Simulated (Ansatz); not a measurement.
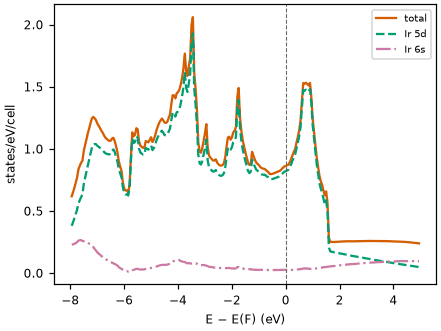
Figure: Total and projected density of states of Ir (fcc (Cu type), space group No. 225), the program Ansatz at the r²SCAN level (PAW)

Which orbitals carry the states next to the Fermi level?

Within 0.5 eV of the Fermi level: Ir 5d 95 %. Projections are on Löwdin-orthogonalised atomic valence shells; empty p or d shells of many metals are not among them.

Where is the tallest occupied peak in this window, and what makes it?

Near -3.4 eV, about 2.1 states/eV per cell; the largest projected share is Ir 5d.

Space group Fm-3m (fcc (Cu type)). Symmetry was held in the r²SCAN relaxation. No spin polarisation was allowed. Spin–orbit coupling is left out wherever it is not named.

Potentials: the earlier of the program's two PAW sets.
